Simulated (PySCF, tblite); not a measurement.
# C₅H₁₂B₂FN: geometry, infrared bands and NMR shifts

Wanted: the infrared bands and NMR shifts of C₅H₁₂B₂FN (`BN(CBF)CC(=C)C`), by calculation.

Programs: tblite 0.8.0 and PySCF 2.14.0, with density-fitted response routines of our own. Each step states its level of theory. These are calculated values for one molecule in the gas phase, unless marked as measured. Atoms are numbered from 0 throughout.

## 1. Starting geometry

21 atoms, charge 0, multiplicity 1; geometry from: force field or distance geometry start.

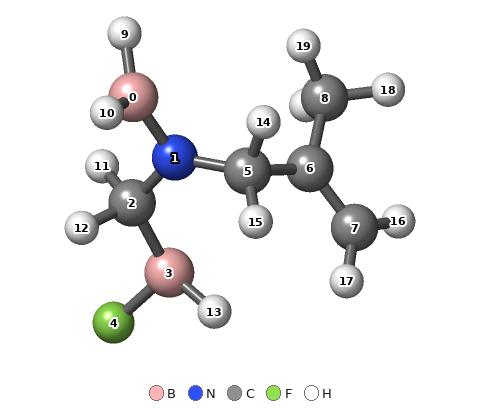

The starting geometry (boron pink, nitrogen blue, carbon grey, fluorine green, hydrogen white), atoms numbered.

## 2. Geometry optimisation with GFN2-xTB

What the job is given:

```
{"job": {"kind": "relax", "xc": "GFN2-xTB", "basis": "xTB"}, "charge": 0, "multiplicity": 1}
B     -1.081600     2.232400     0.382100
N     -0.807500     0.797400     0.206100
C     -1.783200     0.083800    -0.404900
B     -1.643200    -1.476500    -0.565300
F     -2.865400    -2.132100    -1.072000
C      0.249800     0.319500     0.956300
C      1.308400    -0.424000     0.175000
C      1.627200    -1.684900     0.431100
C      2.072700     0.241200    -0.930400
H     -0.766600     3.127200    -0.304900
H     -1.656900     2.571800     1.389300
H     -1.980500     0.524800    -1.438100
H     -2.790500     0.239500     0.111500
H     -1.214000    -2.110900     0.379400
H      0.823100     1.218200     1.369800
H      0.002400    -0.237400     1.904300
H      2.402300    -2.160900    -0.185900
H      1.103400    -2.235000     1.226200
H      3.152400    -0.062800    -0.848000
H      2.077800     1.336200    -0.858000
H      1.760900    -0.150200    -1.924200
```

Command:

```bash
OMP_NUM_THREADS=1 python probes_run.py task.json out
```

The driver reads the jobs from task.json and runs them one after another.

The log of the run:

```text
step      E/eV     max force
  0    -731.90595    4.063
  1    -732.61114    2.785
  2    -732.84188    1.960
  3    -732.93839    1.167
  4    -733.06672    0.463
  5    -733.08279    0.475
  6    -733.10368    0.381
  7    -733.12566    0.482
  8    -733.16878    0.555
  9    -733.20738    0.467
 10    -733.24381    0.439
 11    -733.28175    0.469
 12    -733.32900    0.620
 13    -733.38836    0.718
 14    -733.45780    0.767
 15    -733.53353    0.819
 16    -733.62014    0.784
 17    -733.73833    0.887
 18    -733.86117    0.929
 19    -733.92557    1.627
 20    -734.08750    0.843
 21    -734.16236    0.648
 22    -734.26078    0.622
 23    -734.32571    0.767
 24    -734.35642    0.549
 25    -734.39432    0.324
 26    -734.41634    0.303
 27    -734.44411    0.310
 28    -734.46234    0.293
 29    -734.48001    0.335
 30    -734.49557    0.324
 31    -734.50757    0.242
 32    -734.51428    0.205
 33    -734.51833    0.167
 34    -734.52203    0.130
 35    -734.52763    0.118
 36    -734.53005    0.117
 37    -734.53188    0.086
 38    -734.53299    0.076
 39    -734.53428    0.071
 40    -734.53549    0.068
 41    -734.53668    0.075
 42    -734.53784    0.075
 43    -734.53918    0.081
 44    -734.54079    0.096
 45    -734.54264    0.104
 46    -734.54454    0.097
 47    -734.54634    0.112
 48    -734.54818    0.115
 49    -734.55027    0.099
 50    -734.55256    0.118
 51    -734.55458    0.086
 52    -734.55604    0.078
 53    -734.55719    0.094
 54    -734.55847    0.096
 55    -734.55992    0.100
 56    -734.56125    0.072
 57    -734.56229    0.064
 58    -734.56325    0.066
 59    -734.56428    0.071
 60    -734.56521    0.062
 61    -734.56577    0.043
 62    -734.56607    0.038
 63    -734.56631    0.036
 64    -734.56661    0.041
 65    -734.56694    0.046
 66    -734.56725    0.041
 67    -734.56753    0.039
 68    -734.56787    0.052
 69    -734.56831    0.054
 70    -734.56882    0.050
 71    -734.56931    0.043
 72    -734.56977    0.039
 73    -734.57025    0.050
 74    -734.57076    0.056
 75    -734.57117    0.050
 76    -734.57150    0.043
 77    -734.57183    0.040
 78    -734.57228    0.047
 79    -734.57282    0.049
 80    -734.57340    0.053
 81    -734.57403    0.064
 82    -734.57489    0.069
 83    -734.57601    0.079
 84    -734.57731    0.076
 85    -734.57824    0.071
 86    -734.57931    0.067
 87    -734.58008    0.071
 88    -734.58130    0.066
 89    -734.58229    0.058
 90    -734.58315    0.060
 91    -734.58389    0.065
 92    -734.58491    0.080
 93    -734.58608    0.101
 94    -734.58814    0.099
 95    -734.59019    0.078
 96    -734.59209    0.065
 97    -734.59271    0.081
 98    -734.59369    0.048
 99    -734.59414    0.043
100    -734.59466    0.042
101    -734.59508    0.069
102    -734.59573    0.061
103    -734.59671    0.070
104    -734.59799    0.083
105    -734.59931    0.102
106    -734.60007    0.159
107    -734.60209    0.113
108    -734.60372    0.077
109    -734.60553    0.085
110    -734.60712    0.094
111    -734.60867    0.120
112    -734.61009    0.084
113    -734.60959    0.198
114    -734.61268    0.126
115    -734.61419    0.085
116    -734.61679    0.093
117    -734.62053    0.133
118    -734.62354    0.145
119    -734.62823    0.212
120    -734.63354    0.243
121    -734.63871    0.156
122    -734.64307    0.156
123    -734.64604    0.141
124    -734.64854    0.106
125    -734.65026    0.085
126    -734.65152    0.097
127    -734.65277    0.084
128    -734.65398    0.091
129    -734.65548    0.083
130    -734.65773    0.114
131    -734.66010    0.110
132    -734.66251    0.112
133    -734.66479    0.097
134    -734.66705    0.089
135    -734.66902    0.100
136    -734.67060    0.106
137    -734.67220    0.127
138    -734.67440    0.152
139    -734.67730    0.150
140    -734.68027    0.126
141    -734.68286    0.116
142    -734.68497    0.102
143    -734.68693    0.117
144    -734.68887    0.115
145    -734.69117    0.114
146    -734.69349    0.108
147    -734.69532    0.085
148    -734.69663    0.097
149    -734.69738    0.056
150    -734.69785    0.050
151    -734.69833    0.041
152    -734.69887    0.047
153    -734.69934    0.045
154    -734.69970    0.042
155    -734.69999    0.039
156    -734.70028    0.040
157    -734.70060    0.037
158    -734.70095    0.039
159    -734.70134    0.046
160    -734.70177    0.052
161    -734.70220    0.056
162    -734.70267    0.040
163    -734.70309    0.039
164    -734.70341    0.037
165    -734.70368    0.036
166    -734.70405    0.035
167    -734.70445    0.047
168    -734.70500    0.060
169    -734.70572    0.082
170    -734.70671    0.110
171    -734.70782    0.097
172    -734.70907    0.088
173    -734.71044    0.109
174    -734.71270    0.152
175    -734.71487    0.154
176    -734.71743    0.203
177    -734.72042    0.140
178    -734.72257    0.090
179    -734.72333    0.102
180    -734.72490    0.106
181    -734.72575    0.050
182    -734.72658    0.051
183    -734.72734    0.050
184    -734.72800    0.064
185    -734.72873    0.076
186    -734.72959    0.079
187    -734.73044    0.063
188    -734.73114    0.060
189    -734.73157    0.061
190    -734.73194    0.046
191    -734.73228    0.052
192    -734.73265    0.058
193    -734.73297    0.055
194    -734.73341    0.043
195    -734.73392    0.039
196    -734.73439    0.034
197    -734.73469    0.033
198    -734.73487    0.028
199    -734.73505    0.033
200    -734.73530    0.037
201    -734.73564    0.047
202    -734.73599    0.058
203    -734.73643    0.066
204    -734.73697    0.070
205    -734.73751    0.058
206    -734.73788    0.062
207    -734.73818    0.033
208    -734.73842    0.031
209    -734.73864    0.032
210    -734.73881    0.027
211    -734.73898    0.025
212    -734.73917    0.027
213    -734.73941    0.032
214    -734.73970    0.034
215    -734.73994    0.036
216    -734.74016    0.033
217    -734.74035    0.030
218    -734.74058    0.028
219    -734.74074    0.024
220    -734.74088    0.023
221    -734.74096    0.023
222    -734.74103    0.014
223    -734.74108    0.024
224    -734.74115    0.030
225    -734.74123    0.035
226    -734.74133    0.031
227    -734.74146    0.037
228    -734.74160    0.036
229    -734.74174    0.029
230    -734.74185    0.024
231    -734.74195    0.024
232    -734.74204    0.021
233    -734.74214    0.019
234    -734.74221    0.018
235    -734.74225    0.013
236    -734.74227    0.009
```

Run time: 3 s. Hardware: 1 thread of Arm Neoverse N1, shared host.

The steps of the relaxation: (not every step is listed)

```
step  energy from step 0 (eV)  largest force (eV/Å)
   0                   0.0000                4.0629
   1                  -0.7052                2.7852
   2                  -0.9359                1.9596
   3                  -1.0324                1.1670
   4                  -1.1608                0.4625
   5                  -1.1768                0.4751
   6                  -1.1977                0.3811
   7                  -1.2197                0.4825
   8                  -1.2628                0.5551
  30                  -2.5896                0.3238
  52                  -2.6501                0.0779
  74                  -2.6648                0.0565
  96                  -2.6861                0.0653
 118                  -2.7176                0.1454
 140                  -2.7743                0.1257
 162                  -2.7967                0.0403
 184                  -2.8220                0.0641
 206                  -2.8319                0.0622
 228                  -2.8356                0.0362
 231                  -2.8360                0.0237
 232                  -2.8361                0.0213
 233                  -2.8362                0.0188
 234                  -2.8363                0.0181
 235                  -2.8363                0.0127
 236                  -2.8363                0.0091
```

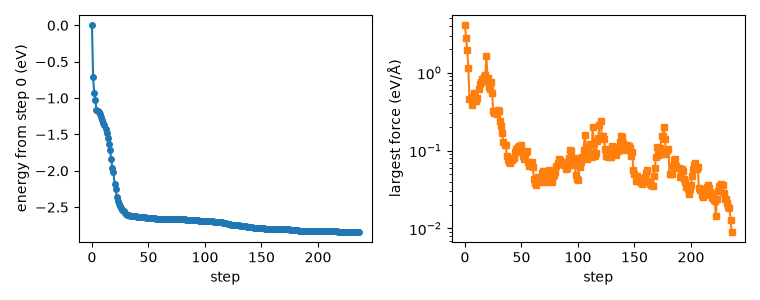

Energy and largest force along the relaxation.

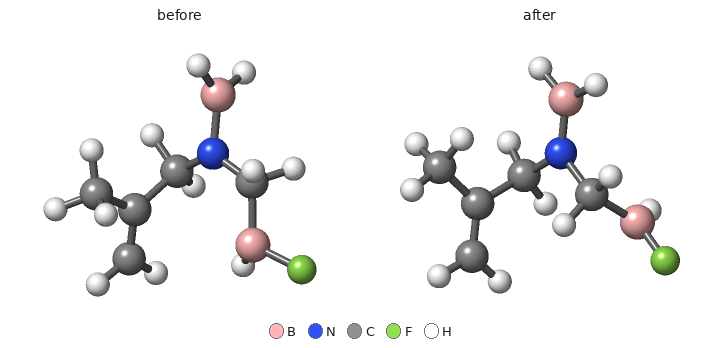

The geometry before (left) and after (right).

Close pairs (by a distance rule), those that changed most:

| bond | before (Å) | after (Å) | change (Å) |
| --- | --- | --- | --- |
| B3–F4 | 1.477 | 1.316 | -0.161 |
| N1–C2 | 1.354 | 1.457 | +0.102 |
| B0–N1 | 1.472 | 1.376 | -0.095 |
| N1–C5 | 1.382 | 1.453 | +0.071 |
| C5–H14 | 1.143 | 1.092 | -0.052 |
| C2–H12 | 1.143 | 1.095 | -0.048 |
| B3–H13 | 1.216 | 1.174 | -0.042 |
| C2–H11 | 1.141 | 1.100 | -0.040 |

The end geometry stands in the next job.

## 3. Vibrational analysis with GFN2-xTB

What the job is given:

```
{"job": {"kind": "ir", "xc": "GFN2-xTB", "basis": "xTB"}, "charge": 0, "multiplicity": 1}
B     -1.065009     2.035516     0.194837
N     -0.778947     0.689572     0.207854
C     -1.532873    -0.306628    -0.541082
B     -2.479361    -1.242563     0.314141
F     -3.149306    -2.180406    -0.321254
C      0.310406     0.096013     0.964648
C      1.430929    -0.356467     0.055700
C      1.697064    -1.636953    -0.145532
C      2.187118     0.751018    -0.608370
H     -1.945900     2.427834    -0.472280
H     -0.420969     2.769347     0.843382
H     -0.833073    -0.914959    -1.133255
H     -2.151574     0.216777    -1.277466
H     -2.660288    -1.164841     1.471766
H      0.692004     0.847105     1.659059
H     -0.068595    -0.757949     1.538394
H      2.490934    -1.957399    -0.799514
H      1.141482    -2.418731     0.345855
H      2.834569     0.372583    -1.394742
H      2.800214     1.272124     0.126911
H      1.492256     1.475950    -1.029525
```

The log of the run:

```text
mode    cm-1     km/mol
  1      34.4      0.43
  2      39.6      0.65
  3      84.7      4.13
  4     110.1      1.33
  5     128.7      0.35
  6     147.9      0.32
  7     185.7      0.92
  8     297.6      5.80
  9     374.7      8.16
 10     382.4      1.19
 11     385.1      3.94
 12     430.5      4.97
 13     476.8      0.92
 14     505.5      0.22
 15     528.0      2.53
 16     577.8      2.61
 17     709.7      1.45
 18     850.3     90.69
 19     852.4    158.98
 20     858.8      3.60
 21     889.3     10.20
 22     900.3     30.31
 23     905.5     10.56
 24     937.5     13.87
 25     949.4      2.74
 26     982.5      1.27
 27    1042.0     11.49
 28    1045.3     17.58
 29    1053.8     38.59
 30    1121.3      4.15
 31    1153.4      7.96
 32    1212.9     39.59
 33    1221.4     51.70
 34    1240.0     99.74
 35    1274.1     20.75
 36    1308.2      1.63
 37    1315.8    222.79
 38    1397.3      7.99
 39    1421.4      2.39
 40    1425.1     18.32
 41    1457.4      1.95
 42    1473.2      4.42
 43    1484.0      1.35
 44    1492.9     99.53
 45    1729.7     22.29
 46    2602.9    167.88
 47    2612.7    102.56
 48    2625.6    209.18
 49    2875.6     23.34
 50    2920.2     53.61
 51    2949.7     23.54
 52    2978.9     26.06
 53    3002.1     27.70
 54    3023.9     17.41
 55    3048.0     28.29
 56    3096.7     20.71
 57    3119.7     52.53
```

It took 1.4 s on 1 thread of Arm Neoverse N1, shared host.

Which atoms move in the most intense modes:

```csv
cm⁻¹,km/mol,atoms
850,90.7,"H10 30 %, H9 27 %, B0 20 %"
852,159.0,"H13 19 %, B3 19 %, C2 16 %, H9 11 %"
1240,99.7,"B3 29 %, F4 14 %, H11 13 %"
1316,222.8,"B3 33 %, C2 19 %, H11 19 %, H12 14 %"
1493,99.5,"N1 52 %, B0 31 %"
2603,167.9,"H9 56 %, H10 39 %"
2613,102.6,H13 91 %
2626,209.2,"H10 53 %, H9 35 %, B0 11 %"
```

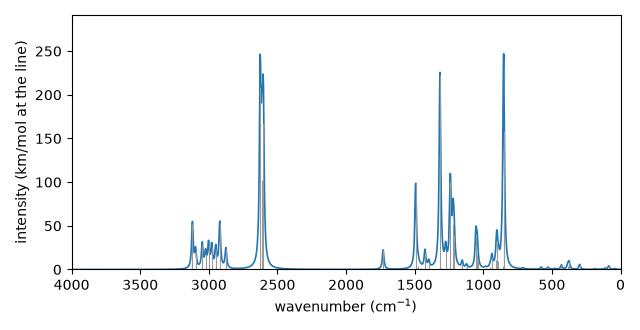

The infrared spectrum from these modes, unscaled. Lines are broadened to a width of 14 cm⁻¹ (Lorentzian).

## 4. Nuclear shieldings: PBE0/pcSseg-1

The job, as its differences from that of step 3:

```diff
@@ -1,2 +1,2 @@
-{"job": {"kind": "ir", "xc": "GFN2-xTB", "basis": "xTB"}, "charge": 0, "multiplicity": 1}
+{"job": {"kind": "nmr", "xc": "PBE0", "basis": "pcSseg-1"}, "charge": 0, "multiplicity": 1}
 B     -1.065009     2.035516     0.194837
```

With the program's defaults for keys left out, this is: GIAO PBE0/pcSseg-1 NMR shielding, non-relativistic, gas phase.

The log of the run:

```text
coarse grid: 17192 points
cycle   1  E = -401.4569222493  dE =  9.202e-01  |g| = 5.575e-01  |ddm| = 3.915e+00
cycle   2  E = -401.4357618718  dE =  2.116e-02  |g| = 7.152e-01  |ddm| = 9.509e-01
cycle   3  E = -401.5229731230  dE = -8.721e-02  |g| = 9.975e-02  |ddm| = 5.264e-01
cycle   4  E = -401.5247247867  dE = -1.752e-03  |g| = 2.767e-02  |ddm| = 9.467e-02
cycle   5  E = -401.5248776731  dE = -1.529e-04  |g| = 9.983e-03  |ddm| = 2.919e-02
cycle   6  E = -401.5248987463  dE = -2.107e-05  |g| = 3.679e-03  |ddm| = 9.755e-03
cycle   7  E = -401.5249015337  dE = -2.787e-06  |g| = 8.171e-04  |ddm| = 2.953e-03
final grid: 165520 points
cycle   8  E = -401.5801321144  dE = -7.686e-05  |g| = 8.472e-03  |ddm| = 4.467e-02
cycle   9  E = -401.5801288916  dE =  3.223e-06  |g| = 9.281e-03  |ddm| = 1.615e-02
cycle  10  E = -401.5801503629  dE = -2.147e-05  |g| = 1.668e-03  |ddm| = 8.735e-03
cycle  11  E = -401.5801509729  dE = -6.099e-07  |g| = 3.326e-04  |ddm| = 1.319e-03
cycle  12  E = -401.5801509944  dE = -2.156e-08  |g| = 1.087e-04  |ddm| = 3.394e-04
cycle  13  E = -401.5801509973  dE = -2.844e-09  |g| = 3.888e-05  |ddm| = 1.352e-04
cycle  14  E = -401.5801509976  dE = -3.347e-10  |g| = 1.003e-05  |ddm| = 3.886e-05
converged SCF energy = -401.5801509976

GIAO shielding tensors (ppm)
atom      isotropic    diamagn.    paramagn.     s11        s22        s33       span
  0 B       63.211     199.222    -136.011     33.396     50.469    105.768     72.372
  1 N      115.475     326.171    -210.696    -18.426    148.250    216.600    235.027
  2 C      133.716     251.931    -118.215    108.421    128.354    164.374     55.953
  3 B       40.645     191.606    -150.961    -26.792     62.431     86.294    113.086
  4 F      172.868     462.723    -289.856    -16.076     40.908    493.771    509.847
  5 C      118.302     247.530    -129.228    102.463    112.673    139.770     37.307
  6 C       36.234     263.840    -227.606    -83.948     31.644    161.005    244.953
  7 C       65.145     253.357    -188.212    -37.424     89.050    143.809    181.233
  8 C      165.403     246.236     -80.833    147.922    161.654    186.635     38.713
  9 H       27.119      32.160      -5.041     25.065     26.695     29.597      4.532
 10 H       27.007      32.592      -5.585     24.341     26.812     29.868      5.528
 11 H       28.242      33.039      -4.797     23.198     29.682     31.846      8.648
 12 H       28.633      31.316      -2.683     24.105     29.116     32.679      8.574
 13 H       25.968      29.378      -3.410     23.214     25.279     29.411      6.197
 14 H       27.546      32.828      -5.282     24.593     26.835     31.208      6.615
 15 H       28.156      33.608      -5.452     24.320     28.402     31.747      7.427
 16 H       26.364      30.827      -4.463     23.457     25.287     30.348      6.891
 17 H       26.661      32.575      -5.914     23.215     25.828     30.941      7.726
 18 H       30.000      29.728       0.272     25.988     28.581     35.431      9.443
 19 H       29.978      28.562       1.416     26.261     27.339     36.333     10.072
 20 H       29.575      31.212      -1.638     24.676     30.671     33.376      8.700
```

Wall time 77 s (1 thread of Arm Neoverse N1, shared host); peak memory 1 GiB.

The references, computed at this level on geometries of the same kind, shield at (ppm): 1H TMS 31.72, 13C TMS 186.9, 19F CFCl3 170.9, 15N NH3 267.7, 11B BF3·OEt2 100.1. Their shielding less the atom's gives the shift. The references are single molecules in the gas phase, so shifts against H2O, NH3, PH3, H3PO4 or CFCl3 are not on the usual liquid scales and can be off by tens of ppm. Atoms listed in one row are averaged.

| atoms | environment | σ (ppm) | δ (ppm) | δ scaled to CDCl3 |
| --- | --- | --- | --- | --- |
| C6 | fully substituted alkene carbon | 36.2 | 150.7 | 145.2 |
| C7 | terminal =CH2 carbon | 65.1 | 121.8 | 116.9 |
| C5 | allylic sp3 CH2 bonded to N | 118.3 | 68.6 | 65.1 |
| C2 | sp3 CH2 bonded to B and N | 133.7 | 53.2 | 50.0 |
| C8 | allylic methyl carbon | 165.4 | 21.5 | 19.1 |
| H13 | hydrogen on a boron bonded to C, F | 25.97 | 5.75 | – |
| H16 | hydrogen on a terminal =CH2 carbon | 26.36 | 5.35 | 5.15 |
| H17 | hydrogen on a terminal =CH2 carbon | 26.66 | 5.06 | 4.87 |
| H9, H10 | hydrogen on a boron bonded to N | 27.06 | 4.65 | – |
| H14, H15 | hydrogen on an allylic sp3 CH2 bonded to N | 27.85 | 3.87 | 3.75 |
| H11, H12 | hydrogen on an sp3 CH2 bonded to B and N | 28.44 | 3.28 | 3.20 |
| H18, H19, H20 | hydrogen on an allylic methyl carbon | 29.85 | 1.87 | 1.86 |
| B3 | boron bonded to C, F, H | 40.6 | 59.4 | – |
| B0 | boron bonded to N, 2 H | 63.2 | 36.9 | – |
| N1 | nitrogen bonded to 2 C, B | 115.5 | 152.3 | – |
| F4 | fluorine bonded to B | 172.9 | -1.9 | – |

The scaled column applies a straight-line fit of computed shieldings to shifts measured in CDCl3, and one for carbons that bear F (root-mean-square error 0.16 ppm for H, 1.9 ppm for C).

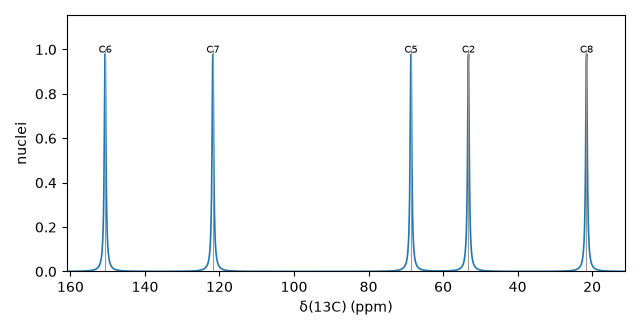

13C lines at the computed shifts, without couplings. Lines are broadened to a width of 0.52 ppm (Lorentzian).

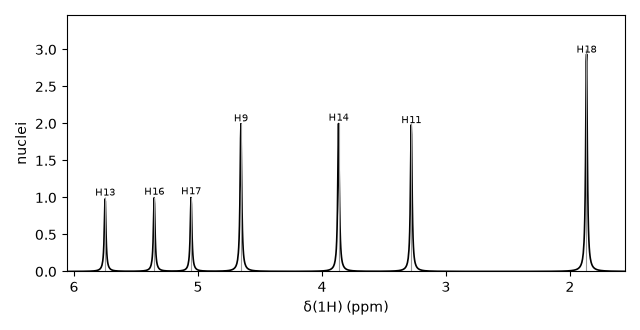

1H lines at the computed shifts, without couplings. Lines are broadened to a width of 0.02 ppm (Lorentzian).

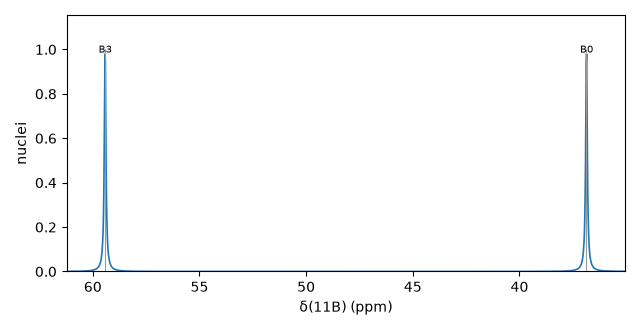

11B lines at the computed shifts, without couplings. Lines are broadened to a width of 0.09 ppm (Lorentzian).

The run also stored atomic charges by several schemes (e):

| atoms | Mulliken | IAO | Hirshfeld | ESP fit |
| --- | --- | --- | --- | --- |
| B0 | 0.12 | -0.07 | 0.08 | -0.03 |
| N1 | -0.61 | -0.18 | -0.09 | 0.16 |
| C2 | -0.20 | -0.33 | -0.10 | -0.43 |
| B3 | 0.51 | 0.43 | 0.24 | 0.64 |
| F4 | -0.27 | -0.30 | -0.12 | -0.30 |
| C5 | 0.10 | -0.15 | -0.01 | -0.59 |
| C6 | -0.48 | 0.03 | 0.02 | 0.48 |
| C7 | -0.05 | -0.34 | -0.11 | -0.65 |
| C8 | -0.14 | -0.43 | -0.12 | -0.62 |

Mulliken charges:

B0 0.12; N1 -0.61; C2 -0.20; B3 0.51; F4 -0.27; C5 0.10; C6 -0.48; C7 -0.05; C8 -0.14; H9 -0.03; H10 -0.02; H11 0.16; H12 0.15; H13 -0.06; H14 0.13; H15 0.11; H16 0.11; H17 0.10; H18 0.12; H19 0.13; H20 0.14

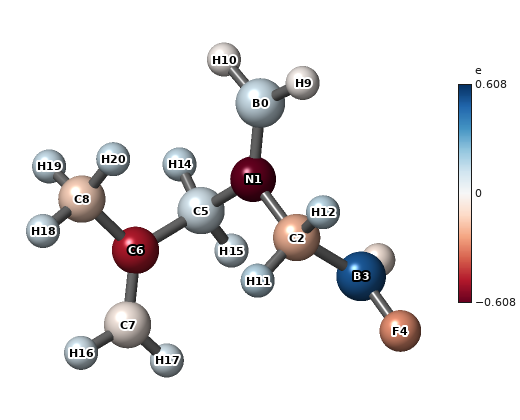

Mulliken charges, as colours on the atoms.

Mayer bond orders: B0–N1 1.36, N1–C2 0.90, C2–B3 0.97, B3–F4 1.16, N1–C5 0.95, C5–C6 1.02, C6–C7 1.96, C6–C8 1.05.

## 5. What came out

| quantity | value |
| --- | --- |
| strongest single infrared mode (GFN2-xTB) | 1316 cm⁻¹, 223 km/mol |
| zero-point energy (GFN2-xTB) | 104.7 kcal/mol |
| 13C shifts against TMS (PBE0/pcSseg-1) | 150.7, 121.8, 68.6, 53.2, 21.5 ppm |
| 1H shifts against TMS (PBE0/pcSseg-1, means over atoms taken as alike) | 5.75, 5.35, 5.06, 4.65, 3.87, 3.28, 1.87 ppm |
| 11B shifts against BF3·OEt2 (PBE0/pcSseg-1) | 59.4, 36.9 ppm |
| 15N shifts against NH3 (PBE0/pcSseg-1) | 152.3 ppm |
| 19F shifts against CFCl3 (PBE0/pcSseg-1) | -1.9 ppm |

**Reading.** Over 236 steps the energy fell by 2.836 eV; of the close pairs, B3–F4 changed most, 1.477 to 1.316 Å. All 57 modes are real, so the xTB geometry is a minimum. The strongest single mode, at 1316 cm⁻¹, is spread over several atoms, B3, C2, H11, H12 among them. GFN2-xTB is a fitted tight-binding method: band positions and strengths are rough. Its intensities can rank the bands wrongly. The most deshielded carbon is C6 (fully substituted alkene carbon), at 150.7 ppm: an sp2 carbon of a C=C bond. At PBE0/pcSseg-1: The largest span, 510 ppm, is at F4, where the paramagnetic term is -290 ppm.
